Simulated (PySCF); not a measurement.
B2H8O3Si2 (SMILES OB(O)OB([SiH3])[SiH3])

The calculation's input:

```
{"job": {"kind": "nmr", "xc": "PBE0", "basis": "pcSseg-1"}, "charge": 0, "multiplicity": 1}
Si    -0.998420     0.376471     1.588914
B     -0.101759     0.486939    -0.252066
Si    -0.441564     2.135751    -1.403880
O      0.717560    -0.482997    -0.736107
B      0.981419    -1.739677    -0.212790
O      0.090105    -2.294388     0.639980
O      2.114011    -2.391716    -0.573336
H     -2.212997    -0.497857     1.540582
H     -1.461967     1.746112     1.989059
H     -0.084034    -0.118439     2.667879
H      0.108810     2.044120    -2.794721
H     -1.916427     2.394282    -1.493877
H      0.165767     3.336019    -0.738478
H      0.373488    -3.151810     0.972649
H      2.655226    -1.876395    -1.180239
```

Launched as:

```sh
OMP_NUM_THREADS=1 python cluster_run.py task.json out
```

Geometry: PBE0-D3(BJ)/def2-SVP.

Theory: PySCF, PBE0/pcSseg-1, SCF density, gas phase, non-relativistic.

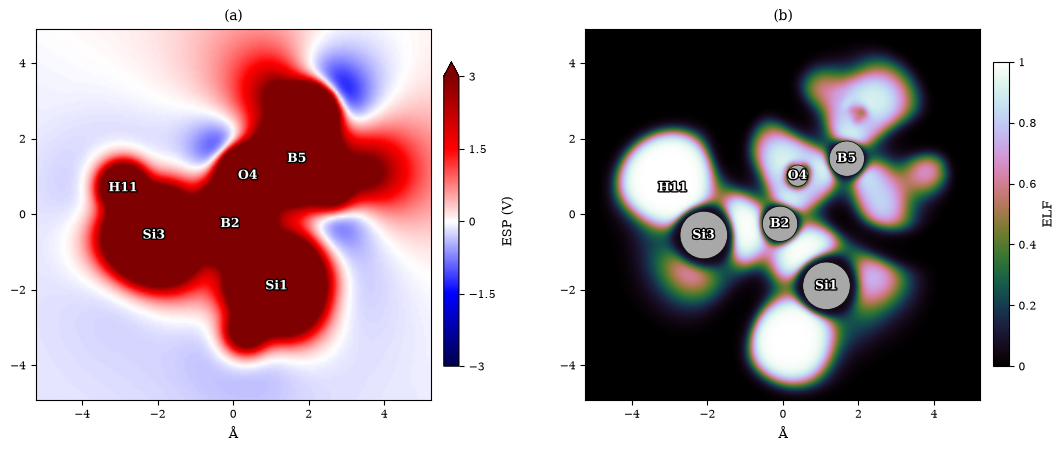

Figure 1. (a) molecular electrostatic potential; (b) ELF on the plane of atoms Si1, B2 and O4. Grey discs cover the atomic cores in the ELF map.

Question: Read the bonding off the picture.

Answer: The plane passes through Si, B, O and H nuclei. B–O (1.36 Å): the ELF peaks at about 0.90 between the atoms (a polar covalent bond). Si–B (2.04 Å): the ELF peaks at about 1 between the atoms, as expected for a covalent bond. Si–H (1.50 Å): the ELF climbs to about 1 towards the hydrogen, as it does in any bond to H. The ELF also peaks beside O4 and O7, away from the bonds: lone-pair regions. Outside the dense part of the molecule the potential is most negative (−1.2 V) near O7, which lies off the plane.

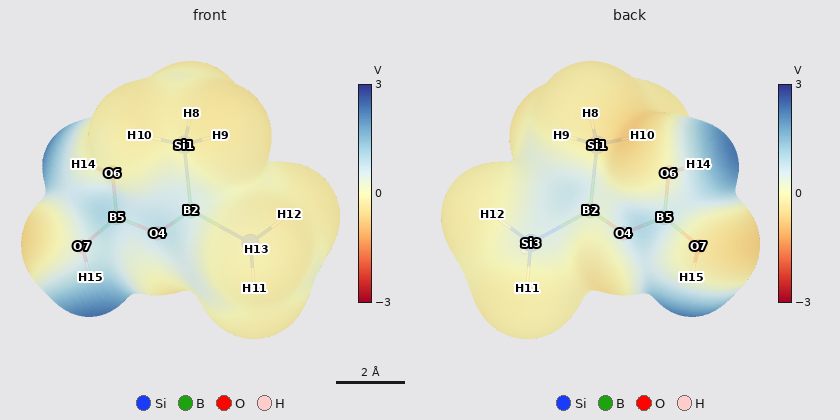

Figure 2. The electrostatic potential painted on the density surface at 0.001 e/bohr³, seen from the front and from behind; red is negative and blue positive.

Question: Describe the electrostatic potential map.

Answer: The most negative region (about −0.7 V) lies over O6, the most positive (about +2.3 V) over H14 and H15.

Question: What dipole moment does the calculation give?

Answer: Its dipole moment is 2.72 D.
